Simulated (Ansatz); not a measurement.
A series of calculations on BNH5Cl

### Relaxation

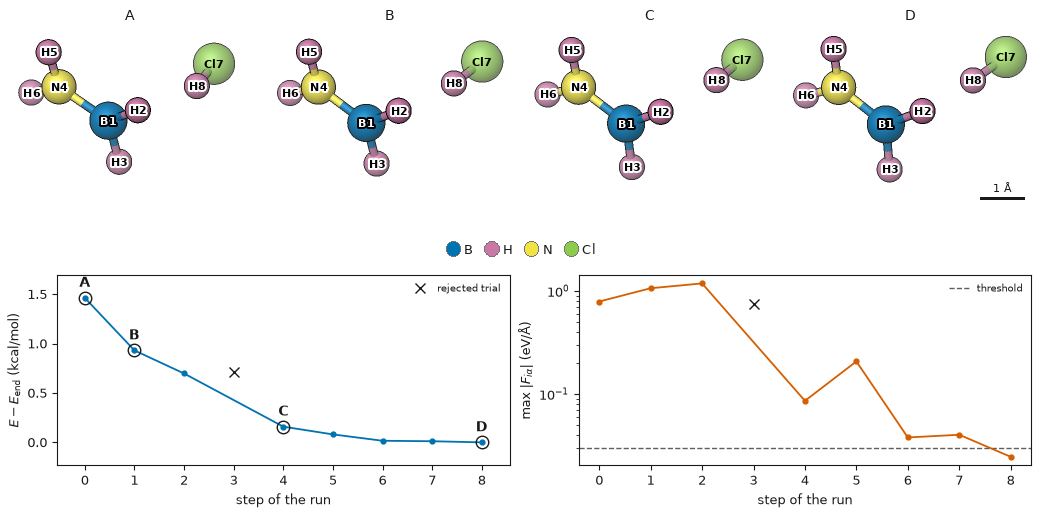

Frames of a relaxation of BNH₅Cl, marked on the history of the run. Style: ball-and-stick. Shown face on.

The run prepares an end point of a later path (reaction) calculation, from a guessed geometry.

Theory: RKS PBE-D4/def2-SVP in Ansatz. Settings: no spin polarisation; force threshold 0.03 eV/Å; at most 50 steps.

> Describe the path.

Over 7 accepted moves (8 points after the start) the energy falls by 1.46 kcal/mol. The largest force component goes from 0.79 to 0.025 eV/Å. The line search rejected the trial step at point 3 of the run. The atom that moves furthest after the best rigid fit is Cl7 (0.35 Å). Largest moves by element: Cl 0.35 Å, H 0.29 Å, B 0.11 Å, N 0.02 Å. Near-neighbour distances that change, for instance: Cl7–H8 1.339 → 1.310 Å, B1–H2 1.205 → 1.225 Å. From step 0 to 1: Cl7 moves most (0.20 Å), energy −0.53 kcal/mol. From step 1 to 4: H3 moves most (0.14 Å), energy −0.77 kcal/mol. From step 4 to 8: Cl7 moves most (0.14 Å), energy −0.16 kcal/mol.

```csv
step,"E − E(0), kcal/mol","largest force component, eV/Å",note
0,0.00,0.7908,
1,-0.53,1.0645,
2,-0.77,1.1850,
3,-0.75,0.7529,rejected
4,-1.30,0.0862,
5,-1.38,0.2077,
6,-1.45,0.0380,
7,-1.45,0.0404,
8,-1.46,0.0247,
```

### Relaxation

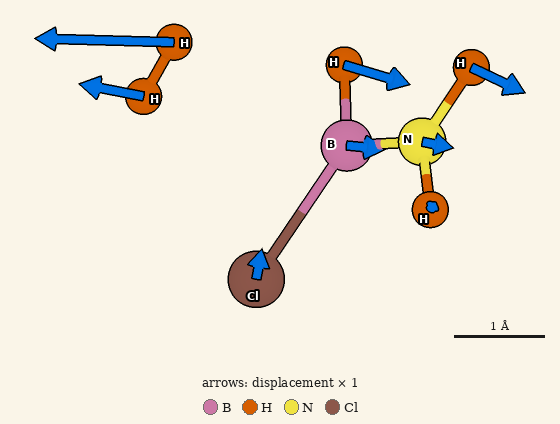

A relaxation of BNH$_{5}$Cl. The starting structure is drawn; blue arrows show the displacements, at their true length. The two geometries are superimposed by the best rigid fit.

A ball-and-stick model, seen at a tilt.

The run prepares an end point of a later path (reaction) calculation, from a guessed geometry.

Level of theory: RKS PBE-D4/def2-SVP in Ansatz 0.2.0.

Input
```yaml
crystal:
  periodic: [false, false, false]
  atoms:
    - { symbol: B, position_ang: [-0.096394, 0.512906, -0.395138] }
    - { symbol: H, position_ang: [-0.149669, -0.10085, 1.923384] }
    - { symbol: H, position_ang: [0.861735, -0.22661, -0.37895] }
    - { symbol: "N", position_ang: [-1.34473, 0.072994, -0.834883] }
    - { symbol: H, position_ang: [-1.508952, -0.907603, -1.068894] }
    - { symbol: H, position_ang: [-2.16528, 0.675729, -0.913134] }
    - { symbol: Cl, position_ang: [0.116264, 2.274245, 0.070777] }
    - { symbol: H, position_ang: [-0.013174, 0.600189, 2.026539] }
basis:
  gaussian: { orbitals: def2-SVP }
hamiltonian:
  xc: pbe
  dispersion: d4
relax:
  f_tol: 0.03
  max_steps: 50
```

Launched with:
```bash
ansatz run input.yaml --threads 1 --pin off --max-ram 2048MiB --backend cpu --events-out ev --progress --plain --runs-dir out
```

**Atoms of which element are displaced furthest, and by how much?**

Hydrogen: up to 1.59 Å, against 0.46 Å for boron.

**What did the optimiser do to the structure, and how much energy did it gain?**

Over 22 accepted moves (27 points after the start) the energy falls by 0.217 eV. The largest force component goes from 1.9 to 0.01 eV/Å. The line search rejected the trial steps at points 4, 7, 11, 20, 25 of the run. The forces were under the threshold at step 8, but the run went on from there. The largest move after the best rigid fit is that of H2, 1.59 Å. Largest moves by element: H 1.59 Å, B 0.46 Å, N 0.37 Å, Cl 0.36 Å. Among the contacts that change: B1–Cl7 1.834 → 1.784 Å, H2–H8 0.722 → 0.770 Å.

Limits of the set-up: the start holds two separate molecules, 2.4 Å apart at their closest, whose relative position is a soft coordinate.

### Path

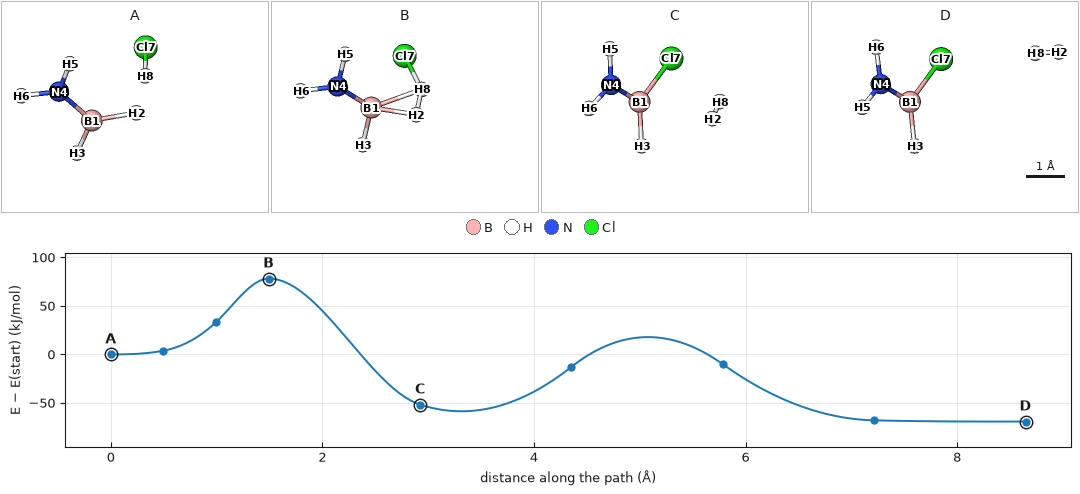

A nudged-elastic-band calculation for BNH5Cl. Images are numbered from 0 (start) to 8 (end). Frames A to D are images 0, 3, 4, 8. The picture is a ball-and-stick view, seen from a free direction.

Method: Ansatz 0.2.0, RKS PBE-D4/def2-SVP. Run with 7 movable images; climbing image; force threshold 0.03 eV/Å; iteration limit 60; starting path through a guess of the saddle point.

Read off the barrier and say what moves.

Answer. The energy climbs by 78.3 kJ/mol to image 3 and then falls by 147.5 kJ/mol, so the end point sits at −69.2 kJ/mol. The profile has 2 maxima (images 3, 6) with a dip at image 4 (−51.7 kJ/mol), so the process runs in steps. The path has more than one stage, and so few images may leave a stage unresolved. Breaking: B1–H2 (1.22 → 1.36 at the top → 4.31 Å), Cl7–H8 (1.31 → 1.68 at the top → 2.95 Å). Forming: B1–Cl7 (3.37 → 2.19 at the top → 1.78 Å), H2–H8 (1.73 → 0.98 at the top → 0.77 Å). The band converged in 47 iterations. The largest component of the band force went from 11 to 0.028 eV/Å. The climbing image converged on the top of the path. Its vibrational analysis gives one imaginary mode (663i cm⁻¹), as a transition state must have.

The run took 7.1 min on 1 thread of Arm Neoverse V2, with other jobs on the host, peak memory 0.12 GiB.
